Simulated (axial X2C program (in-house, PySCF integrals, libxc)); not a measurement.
# TcLi⁺: bond curves with and without spin–orbit coupling

What are the state, bond length, wavenumber and bond energy of TcLi⁺, and what does spin–orbit coupling change?

Program: an in-house X2C program for linear molecules on PySCF integrals. Level of theory: all-electron X2C, Tc dyall-cv3z, Li dyall-cv3z. These are calculated values, not measurements.

### 1 The job

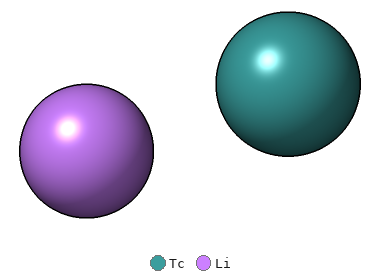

The two atoms at 2.610 Å (technetium teal, lithium purple).

Contents of task.json:

```json
{"zs": [43, 3], "q": 1, "bas": ["dyall-cv3z", "dyall-cv3z"], "levels": ["PBE0", "HF", "BLYP"], "cc": true, "r0": 2.61, "thr": -2.0, "nmax": 90, "npts": 10, "nst": 2, "ntry": 6}
```

Keys: zs atomic numbers; q charge; bas basis sets; levels methods (HF also brings MP2); cc coupled cluster on or off; r0 starting distance in Å; thr threshold in hartree for freezing inner shells (an s shell follows its p shell); nmax most natural virtual spinors; npts points asked for on the curve; nst determinants followed; ntry starts of the search.

Command:

```console
$ python so2c.py task.json out
```

Spin-free means the one-electron spin-free X2C Hamiltonian; two-component (2c) means X2C with spin–orbit coupling and atomic mean-field two-electron Coulomb and Gaunt terms. Basis: Tc dyall-cv3z contracted to [12s12p8d5f3g], Li dyall-cv3z contracted to [7s8p2d]; Gaussian nuclei, density fitting. Masses: Tc 98.907 u, Li 7.016 u.

Notation: σ, π±, δ± give the projection m of an orbital's angular momentum (0, ±1, ±2), α and β its spin, Λ and M_S the sums; ω is the projection of a spinor's total angular momentum and Ω the sum. Logs are in hartree.

The results follow Hamiltonian by Hamiltonian and level by level.

### 2 State search with PBE0

PBE0 moves the distance from 2.610 Å to 2.826 Å and compares determinants there.

Spin-free determinants:

```tsv
ΔE (eV)	state	open shells
0.00	M_S = 5/2, Λ = 0	beyond closed shells: σα, π+α, π-α, δ+α, δ-α
0.65	M_S = 5/2, Λ = 1	beyond closed shells: 2 × σα, π+α, π+β, π-α, δ+α, δ-α
0.98	M_S = 5/2, Λ = 2	beyond closed shells: 2 × σα, π+α, π-α, δ+α, δ+β, δ-α
1.29	M_S = 3/2, Λ = 1	beyond closed shells: π+α, π+β, π-α, δ+α, δ-α
1.33	M_S = 3/2, Λ = 0	beyond closed shells: σβ, π+α, π-α, δ+α, δ-α
1.56	M_S = 3/2, Λ = 2	beyond closed shells: π+α, π-α, δ+α, δ+β, δ-α
2.20	M_S = 7/2, Λ = 0	beyond closed shells: 3 × σα, π+α, π-α, δ+α, δ-α
```

Two-component determinants:

```
ΔE (eV)    state                                        open shells
   0.00  Ω = 5/2                      excess of +ω over −ω: ω = 5/2
   0.60  Ω = 7/2         excess of +ω over −ω: 2 × ω = 1/2, ω = 5/2
   0.69  Ω = 3/2   excess of +ω over −ω: ω = 1/2, ω = -3/2, ω = 5/2
   0.88  Ω = 9/2    excess of +ω over −ω: ω = 1/2, ω = 3/2, ω = 5/2
   1.07  Ω = 1/2                      excess of +ω over −ω: ω = 1/2
   1.33  Ω = 3/2        excess of +ω over −ω: 2 × ω = -1/2, ω = 5/2
   1.33  Ω = 1/2  excess of +ω over −ω: ω = -1/2, ω = -3/2, ω = 5/2
```

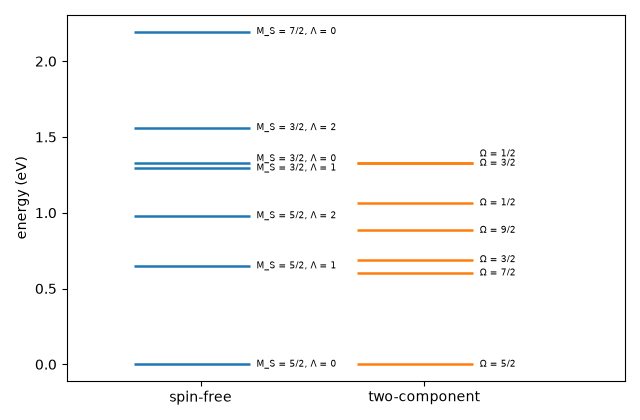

The determinants found, each set from its own lowest.

### 3 PBE0, spin-free

State followed: M_S = 5/2, Λ = 0 (beyond closed shells: σα, π+α, π-α, δ+α, δ-α). The scan is laid around 2.826 Å, a first estimate of the minimum, and this SCF restarts from the orbitals of the search.

The SCF at the reference distance of 2.826 Å:

```text
spin-free X2C-1e  PBE0
basis functions 191  fitting functions 857  grid points 5084
iter        total energy     max residual
   1      -4292.326091013     5.58e-05
   2      -4292.326091038     2.99e-05
   3      -4292.326091047     9.77e-06
converged
one-electron -5957.14236291  Coulomb 1771.78663576  exact exchange -32.28678609  xc functional -98.83922544  nuclear repulsion 24.15564763
```

Along the bond, energies from the lowest point:

| R (Å) | E (eV) | μ (D) | HOMO (eV) | LUMO (eV) | iterations |
| --- | --- | --- | --- | --- | --- |
| 2.459 | 0.1773 | 5.91 | -10.65 | -7.19 | 26 |
| 2.572 | 0.0747 | 6.25 | -10.53 | -7.14 | 16 |
| 2.656 | 0.0296 | 6.51 | -10.44 | -7.10 | 14 |
| 2.741 | 0.0062 | 6.79 | -10.35 | -7.06 | 14 |
| 2.826 | 0.0000 | 7.08 | -10.26 | -7.02 | 3 |
| 2.925 | 0.0094 | 7.44 | -10.15 | -6.97 | 14 |
| 3.024 | 0.0331 | 7.81 | -10.04 | -6.92 | 14 |
| 3.151 | 0.0779 | 8.30 | -9.90 | -6.86 | 14 |
| 3.306 | 0.1473 | 8.93 | -9.74 | -6.78 | 13 |
| 3.533 | 0.2624 | 9.87 | -9.50 | -6.68 | 13 |

Dipoles are positive if Li is the positive end and refer to the centre of mass.

Outer orbitals at the reference distance:

```json
{"symmetry": "δ-α", "occupied": "yes", "ε (eV)": "-13.56", "atomic character": "100% Tc d"}
{"symmetry": "δ+α", "occupied": "yes", "ε (eV)": "-13.56", "atomic character": "100% Tc d"}
{"symmetry": "π+α", "occupied": "yes", "ε (eV)": "-13.21", "atomic character": "99% Tc d"}
{"symmetry": "π-α", "occupied": "yes", "ε (eV)": "-13.21", "atomic character": "99% Tc d"}
{"symmetry": "σα", "occupied": "yes", "ε (eV)": "-12.77", "atomic character": "98% Tc d"}
{"symmetry": "σα", "occupied": "yes", "ε (eV)": "-10.78", "atomic character": "66% Tc s, 16% Li p, 15% Li s"}
{"symmetry": "σβ", "occupied": "yes", "ε (eV)": "-10.26", "atomic character": "51% Tc d, 20% Tc s, 15% Li s"}
{"symmetry": "σβ", "occupied": "no", "ε (eV)": "-7.02", "atomic character": "46% Tc d, 31% Tc s, 16% Li s"}
{"symmetry": "π-β", "occupied": "no", "ε (eV)": "-6.71", "atomic character": "91% Tc d, 6% Li p"}
{"symmetry": "π+β", "occupied": "no", "ε (eV)": "-6.71", "atomic character": "91% Tc d, 6% Li p"}
{"symmetry": "δ+β", "occupied": "no", "ε (eV)": "-6.64", "atomic character": "100% Tc d"}
```

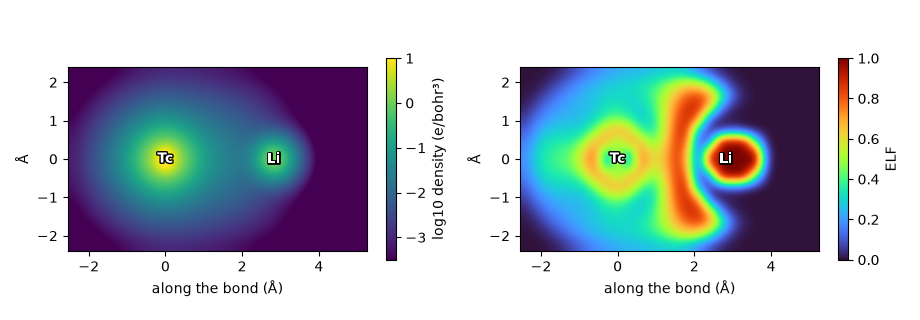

PBE0 fields in a plane through the axis, from a grid of 0.3 Å; Tc lies at z = 0 and Li at z = 2.826 Å; the ELF is damped to zero where the density is low.

Re = 2.819 Å, ωe = 281.9 cm⁻¹, ωexe = 2.07 cm⁻¹, Be = 0.3237 cm⁻¹, De = 1.40 eV, μ = 7.06 D.

### 4 HF, spin-free

The SCF at the reference distance of 2.826 Å:

```text
spin-free X2C-1e  HF
basis functions 191  fitting functions 857  grid points 5084
iter        total energy     max residual
   1      -4290.347223884     4.30e-01
   2      -4290.366231728     8.99e-03
   3      -4290.368791284     3.53e-02
   4      -4290.373233316     6.70e-02
   5      -4290.375933655     5.12e-02
   6      -4290.378690358     5.53e-03
   7      -4290.379608531     9.83e-03
   8      -4290.379698552     4.30e-03
   9      -4290.379767106     2.86e-03
  10      -4290.379783996     2.43e-03
  11      -4290.379793197     4.33e-04
  12      -4290.379794706     2.60e-04
  13      -4290.379795087     2.22e-04
  14      -4290.379795137     4.85e-05
  15      -4290.379795143     1.02e-05
  16      -4290.379795144     7.32e-06
  17      -4290.379795144     7.65e-07
converged
one-electron -5954.77976654  Coulomb 1769.46692046  exact exchange -129.22259669  xc functional 0.00000000  nuclear repulsion 24.15564763
```

No constants are quoted: too few points lie around the minimum for a second fit to confirm the first.

### 5 BLYP, spin-free

The SCF at the reference distance of 2.826 Å:

```text
spin-free X2C-1e  BLYP
basis functions 191  fitting functions 857  grid points 5084
iter        total energy     max residual
   1      -4292.803446647     1.47e-01
   2      -4292.807953503     6.13e-03
   3      -4292.807999831     2.25e-02
   4      -4292.808494287     1.15e-03
   5      -4292.808513762     1.05e-03
   6      -4292.808519079     3.61e-04
   7      -4292.808521345     4.32e-04
   8      -4292.808522053     3.93e-05
   9      -4292.808522085     2.26e-05
  10      -4292.808522089     1.22e-05
converged
one-electron -5956.75697627  Coulomb 1771.37180401  exact exchange 0.00000000  xc functional -131.57899747  nuclear repulsion 24.15564763
```

Re = 2.823 Å, ωe = 278.5 cm⁻¹, ωexe = 2.17 cm⁻¹, Be = 0.3229 cm⁻¹, De = 1.33 eV, μ = 7.35 D.

### 6 Correlated methods, spin-free

Correlated methods: 7 electrons correlated (frozen shells, counted by type: Tc 4 s, 3 p, 1 d; Li 1 s), 257 virtual spinors in MP2, 86 natural virtuals in coupled cluster.

Output of the correlated part at 2.826 Å:

```text
correlated 7  virtual 257  natural virtual 86  E(MP2) -0.114303550  MP2 remainder -0.001686084
iter   CCSD correlation   residual
   1     -0.120790678   9.95e-02
   2     -0.126293616   5.85e-02
   3     -0.128435785   3.09e-02
   4     -0.129425464   1.52e-02
   5     -0.129747341   4.81e-03
   6     -0.129751695   1.21e-03
   7     -0.129760830   3.95e-04
   8     -0.129761237   1.68e-04
   9     -0.129762919   6.55e-05
  10     -0.129762765   1.91e-05
  11     -0.129762987   5.73e-06
  12     -0.129763018   2.17e-06
  13     -0.129763062   9.70e-07
  14     -0.129763077   4.38e-07
(T) -0.004930773  T1 0.0821  D1 0.1928  max T2 0.109
```

T1 in the output is the amplitude norm over the root of the electron number; divide by √2 for the Lee–Taylor value.

MP2: No constants are quoted: the reference is strongly spin-contaminated.

CCSD: No constants are quoted: too few points lie around the minimum for a second fit to confirm the first.

CCSD(T): Re = 2.911 Å, ωe = 268.1 cm⁻¹, ωexe = 2 cm⁻¹, Be = 0.3037 cm⁻¹, De = 0.940 eV. T1 at Re = 0.060 (Lee–Taylor, the printed value over √2).

### 7 A higher determinant, spin-free

State: M_S = 5/2, Λ = 1 (beyond closed shells: 2 × σα, π+α, π+β, π-α, δ+α, δ-α).

Output at the reference distance:

```text
spin-free X2C-1e  PBE0
basis functions 191  fitting functions 857  grid points 5084
iter        total energy     max residual
   1      -4292.302246853     1.30e-05
   2      -4292.302246856     7.15e-06
converged
one-electron -5959.19869650  Coulomb 1773.90049982  exact exchange -32.29533847  xc functional -98.86435934  nuclear repulsion 24.15564763
```

| R (Å) | E above the lowest PBE0 point (eV) |
| --- | --- |
| 2.459 | 0.781 |
| 2.572 | 0.708 |
| 2.656 | 0.675 |
| 2.741 | 0.656 |
| 2.826 | 0.649 |
| 2.925 | 0.652 |
| 3.024 | 0.666 |
| 3.151 | 0.693 |
| 3.306 | 0.738 |

Re = 2.845 Å, ωe = 225.9 cm⁻¹, Be = 0.318 cm⁻¹, μ = 7.72 D. Te = 0.65 eV.

### 8 The spin-free curves together

Energy (eV) of the followed determinant, spin-free, from each level's lowest point:

| R (Å) | PBE0 | HF | MP2 (spin-contaminated) | CCSD | CCSD(T) | BLYP |
| --- | --- | --- | --- | --- | --- | --- |
| 2.459 | 0.177 | 0.596 | 0.234 | n/a | n/a | 0.180 |
| 2.572 | 0.075 | 0.387 | 0.113 | 0.147 | 0.136 | 0.076 |
| 2.656 | 0.030 | 0.271 | 0.056 | 0.078 | 0.071 | 0.031 |
| 2.741 | 0.006 | 0.181 | 0.021 | 0.034 | 0.029 | 0.007 |
| 2.826 | 0.000 | 0.114 | 0.003 | 0.009 | 0.007 | 0.000 |
| 2.925 | 0.009 | 0.058 | 0.000 | 0.000 | 0.000 | 0.009 |
| 3.024 | 0.033 | 0.023 | 0.011 | 0.007 | 0.010 | 0.031 |
| 3.151 | 0.078 | 0.000 | 0.042 | 0.035 | 0.040 | 0.074 |
| 3.306 | 0.147 | 0.000 | 0.095 | n/a | n/a | 0.140 |
| 3.533 | 0.262 | 0.036 | 0.191 | n/a | n/a | 0.249 |

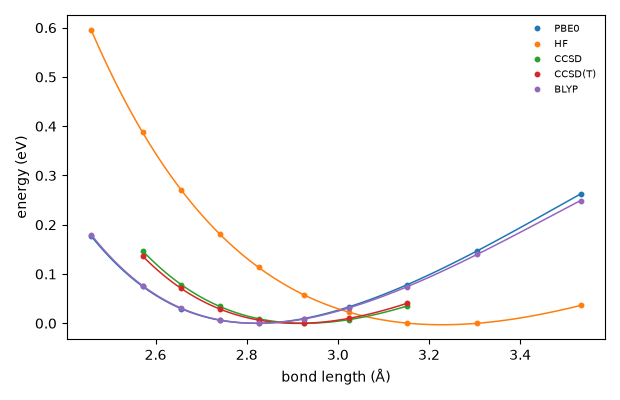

Curves of the followed state, spin-free, each from its own lowest point. Left out: MP2.

[end of part 1 of 2]
